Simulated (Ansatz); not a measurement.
## Electronic structure of GeNO₂ (SMILES [O]=[Ge]=[N][O-]) (charge −1) in real space

```json
{"atom": "Ge", "x (Å)": "0.4605", "y (Å)": "0.7389", "z (Å)": "-0.2659"}
{"atom": "N", "x (Å)": "-0.6527", "y (Å)": "-1.1026", "z (Å)": "-0.4051"}
{"atom": "O", "x (Å)": "-1.7215", "y (Å)": "-0.9759", "z (Å)": "0.1710"}
{"atom": "O", "x (Å)": "1.7427", "y (Å)": "0.2371", "z (Å)": "0.7224"}
```

Geometry: B3LYP-D3(BJ)/def2-SVPD; the highest occupied orbital lies above zero, a sign that basis and functional describe the outermost electron poorly.

These are results of isolated molecule in a Gaussian basis; Kohn-Sham density functional theory, functional PBE0 (Ansatz), not measurements.

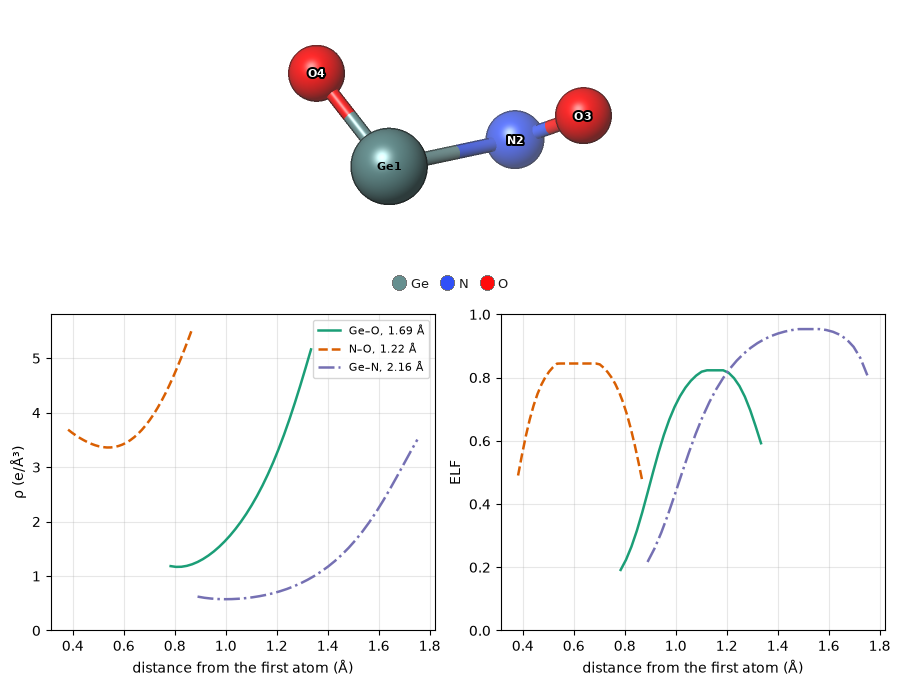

Figure 1. Total electron density and ELF along straight lines between neighbouring atoms. The curves leave out the atomic cores. The structure is drawn too.

> Compare the contacts.

Ge–O (1.69 Å): the density is about 1.2 e/Å³ at the midpoint; the ELF peaks at about 0.80 in the valence shell of O, 0.6 Å from its nucleus, and is about 0.30 at the midpoint.
N–O (1.22 Å): the density is about 3.5 e/Å³ at the midpoint; the ELF peaks at about 0.85 between the atoms: a covalent bond.
Ge–N (2.16 Å): ρ at the midpoint is about 0.59 e/Å³; the ELF peaks at about 0.95 in the valence shell of N, 0.6 Å from its nucleus, and is about 0.60 at the midpoint.

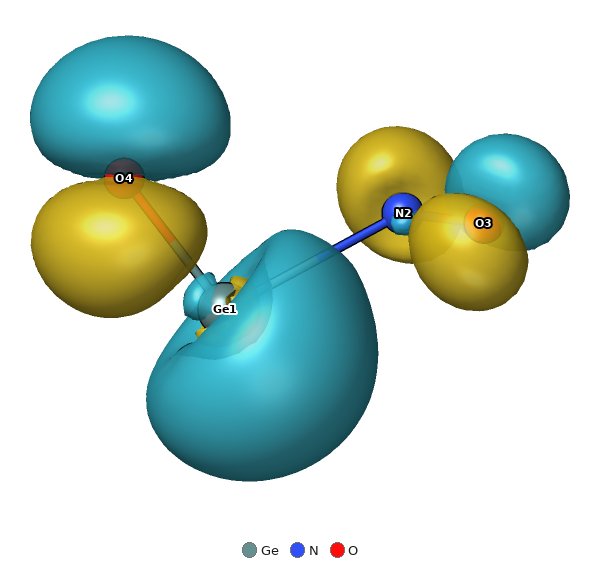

Figure 2. The HOMO−1 at ±0.1 Å⁻³ᐟ² (yellow and cyan are the two phases), seen across its widest extent.

> What is the character of this orbital?

It lies mainly on O4 (about 50 %), Ge1 (about 35 %), O3 (about 10 %) and N2 (about 5 %). Its energy is −2.32 eV.
